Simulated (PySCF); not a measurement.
# C8H7N, SMILES `c1ccc2[nH]ccc2c1`: electronic structure

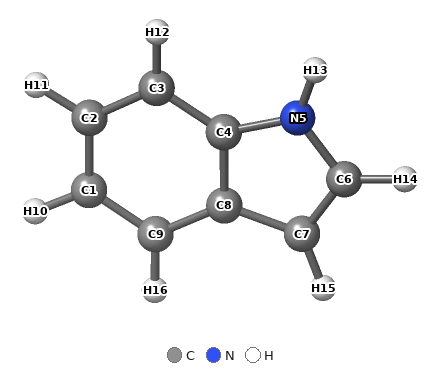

The molecule, with its atoms numbered as below. No frequency check shows the geometry to be a minimum.

Cartesian coordinates (Å):

```
C1       2.1394    0.6805    0.0000
C2       2.1121   -0.7173    0.0000
C3       0.9212   -1.4108    0.0000
C4      -0.2535   -0.6696    0.0000
N5      -1.5583   -1.0710    0.0000
C6      -2.3641    0.0348    0.0000
C7      -1.6038    1.1626    0.0000
C8      -0.2423    0.7468    0.0000
C9       0.9790    1.4206    0.0000
H10      3.0957    1.1833    0.0000
H11      3.0452   -1.2614    0.0000
H12      0.9000   -2.4911    0.0000
H13     -1.8764   -2.0248    0.0000
H14     -3.4326   -0.0691    0.0000
H15     -1.9592    2.1737    0.0000
H16      1.0068    2.5003    0.0000
```

### 1. Bonding charge

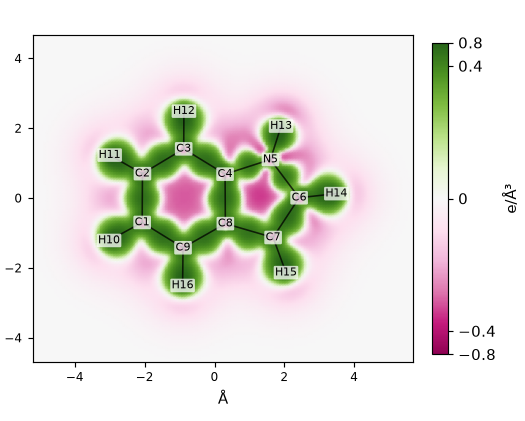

Deformation density (molecule less spherical, spin-averaged free atoms) in the molecular plane; colour scale in e/Å³, logarithmic beyond ±0.1; green: gain, pink: loss.

Computed with PySCF, CAM-B3LYP/6-311+G**, geometry: GFN2-xTB.

Describe the bonding that the map shows.

Answer. The five largest and four smallest: N5–H13: +0.86 e/Å³ at the bond critical point (bond length 1.01 Å). C6–H14: +0.77 e/Å³ at the bond critical point (bond length 1.07 Å). C2–H11: +0.75 e/Å³ at the bond critical point (bond length 1.08 Å). C9–H16: +0.74 e/Å³ at the bond critical point (bond length 1.08 Å). C7–H15: +0.74 e/Å³ at the bond critical point (bond length 1.07 Å). C1–C2: +0.63 e/Å³ at the bond critical point (bond length 1.40 Å). C7–C8: +0.57 e/Å³ at the bond critical point (bond length 1.42 Å). C4–N5: +0.33 e/Å³ at the bond critical point (bond length 1.36 Å). N5–C6: +0.31 e/Å³ at the bond critical point (bond length 1.37 Å). In all, 4.0 electrons gather in the regions of gain relative to the promolecule.

Where do the Hirshfeld charges lie?

Answer. The highest Hirshfeld charge is on H13 (+0.16 e), the lowest on C7 (−0.10 e).

| atom | charge (e) |
| --- | --- |
| C1 | −0.07 |
| C2 | −0.06 |
| C3 | −0.07 |
| C4 | +0.03 |
| N5 | −0.09 |
| C6 | −0.01 |
| C7 | −0.10 |
| C8 | −0.03 |
| C9 | −0.05 |
| H10 | +0.04 |
| H11 | +0.05 |
| H12 | +0.05 |
| H13 | +0.16 |
| H14 | +0.06 |
| H15 | +0.05 |
| H16 | +0.05 |

### 2. Bond critical points

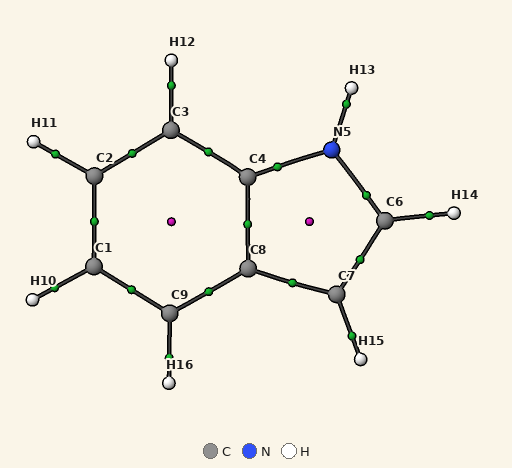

Molecular graph of the electron density (QTAIM): bond paths, bond critical points (green), ring points (magenta, if any); weak paths are dashed.

How many critical points of each kind are there, and does the count close?

Answer. 16 nuclei, 17 bond, 2 ring and 0 cage critical points: 16 − 17 + 2 − 0 = 1, as the Poincaré–Hopf relation requires.

What does the calculation give at each kind of bond critical point?

Answer.
```csv
bond,length (Å),ρ (a.u.),∇²ρ (a.u.),ε,H (a.u.)
N5–H13,1.006,0.340,−1.70,0.05,−0.476
C6–C7,1.360,0.327,−0.93,0.34,−0.360
C1–C9,1.376,0.318,−0.91,0.24,−0.336
C2–C3,1.378,0.316,−0.90,0.24,−0.333
C3–C4,1.389,0.310,−0.88,0.21,−0.321
C4–N5,1.365,0.308,−0.72,0.10,−0.436
C8–C9,1.395,0.307,−0.87,0.18,−0.313
C1–C2,1.398,0.306,−0.86,0.19,−0.311
N5–C6,1.368,0.305,−0.69,0.13,−0.432
C4–C8,1.416,0.303,−0.83,0.20,−0.303
C7–C8,1.424,0.290,−0.76,0.16,−0.280
C6–H14,1.074,0.288,−1.02,0.04,−0.291
C7–H15,1.072,0.284,−0.99,0.03,−0.288
C2–H11,1.080,0.283,−0.98,0.02,−0.285
C9–H16,1.080,0.283,−0.98,0.02,−0.284
C1–H10,1.080,0.283,−0.98,0.02,−0.284
C3–H12,1.081,0.281,−0.97,0.02,−0.282
```

What kind of interaction is N5–C6?

Answer. Shared-shell (covalent): ρ = 0.305, ∇²ρ = −0.69, H = −0.432 a.u.

### 3. Local ionisation energy

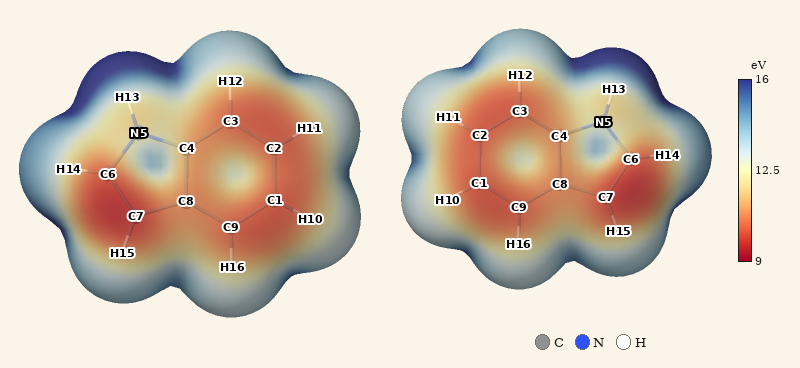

Average local ionisation energy on the surface of electron density 0.001 a.u. (back view left, front view right).

Where are the most loosely bound electrons on this surface?

Answer. The lowest value is 9.5 eV, off the molecular plane, over C7 (2.2 Å), and at like points elsewhere. Further minima include 10.0 eV, off the molecular plane, over C1 (2.1 Å), and at like points elsewhere; 10.1 eV, off the C2–C3 bond (2.2 Å from its atoms). For comparison, the highest occupied orbital lies at −7.1 eV.

What volume does the surface enclose, and what is the dipole moment?

Answer. About 161 Å³; the dipole moment is 2.2 D.

### 4. In an electric field

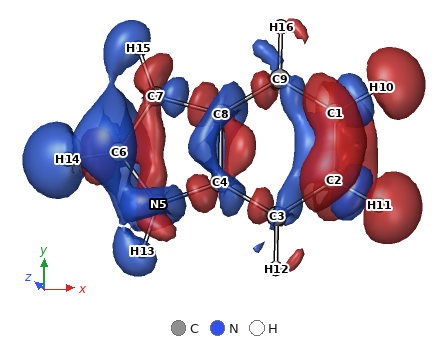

Change of the electron density in a uniform field of 0.10 V/Å, surfaces at ±0.001 e/Å³ (red: gain, blue: loss).

PySCF calculation, CAM-B3LYP/6-31G*, gas phase; geometry: GFN2-xTB. A basis without diffuse functions makes polarisabilities too small.

Along which Cartesian direction does the field point?

Answer. Along −x: electrons gather on the +x side, against the field.

What dipole is induced, and what polarisability does it imply?

Answer. The induced dipole is 0.60 D (along the field); α along this axis, from the fields in both directions, is 118 bohr³ (17.5 Å³).

Which atoms gain and lose the most charge?

Answer. Electrons gather most on C2 (Hirshfeld charge changes by −0.005 e) and leave C6 most (+0.007 e); 0.039 electrons are displaced in all.

### 5. Localised orbitals

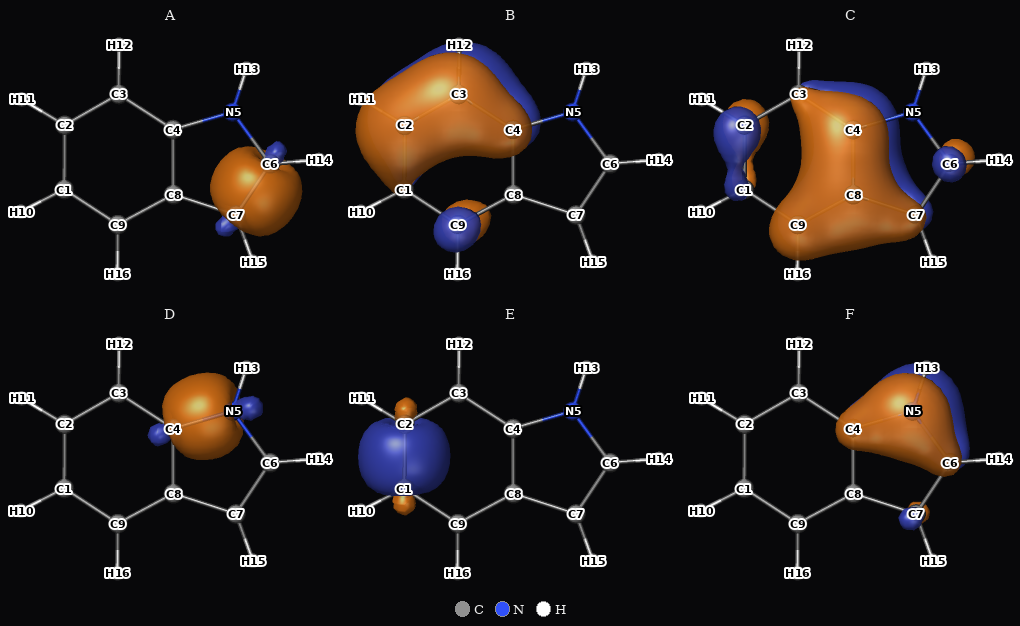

Pipek–Mezey orbitals, occupied; each surface holds about 85 % of the orbital's density. Energies are diagonal elements of the Fock matrix.

Computed with PySCF, PBE/6-31G*, geometry: GFN2-xTB.

Name the orbitals, with their atomic make-up and energies.

Answer. By panel:
- A: σ bond C6–C7 (C6 51 %, C7 48 %; −14.5 eV)
- B: delocalised π orbital mainly over C3, C2 and C4 (C3 49 %, C2 36 %, C4 9 %; −6.7 eV)
- C: delocalised π orbital mainly over C8, C4 and C9 and further atoms (C8 46 %, C4 29 %, C9 11 %; −6.8 eV)
- D: σ bond N5–C4 (N5 57 %, C4 42 %; −17.3 eV)
- E: σ bond C2–C1 (C2 50 %, C1 49 %; −13.8 eV)
- F: p-type lone pair on N5, partly delocalised onto C4, C6 and C7 (N5 78 %, C4 9 %, C6 7 %; −7.9 eV)
